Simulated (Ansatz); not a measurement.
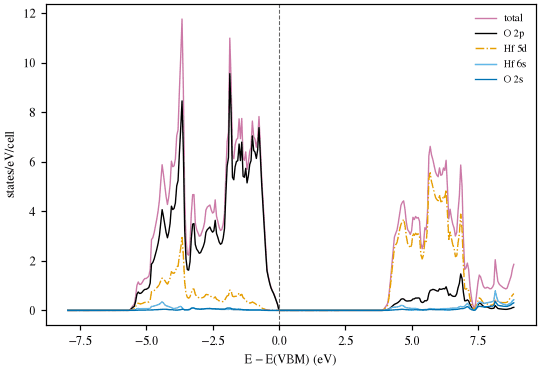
Total and projected density of states of HfO2 (rutile, space group No. 136), DFT-LDA in the program Ansatz with PAW potentials

Problem. Which orbitals carry the states next to the gap?

Solution. Top 1 eV of the valence band: O 2p 94 %. Bottom 1 eV of the conduction band: Hf 5d 83 %, O 2p 10 %. Projections are on Löwdin-orthogonalised atomic valence shells; empty p or d shells of many metals are not among them.

Problem. Where is the tallest occupied peak in this window, and what makes it?

Solution. Near -3.6 eV, about 12 states/eV per cell; the largest projected share is O 2p.

Space group P4_2/mnm (rutile). The first step of the workflow began from a Materials Project structure, measured or hypothetical; the Crystallography Open Database copy checked does not list it. It is not the phase usual at ambient conditions (space group No. 14, 29). The cell was relaxed with LDA under the symmetry of its start; whether a distortion lowers the energy is not shown. The run is not spin-polarised. Spin–orbit coupling is left out wherever it is not named.

Potentials: the earlier of the program's two PAW sets. The files were generated under PBE; for other functionals the program regenerates the frozen cores, and for LDA and PBEsol the local potential too.
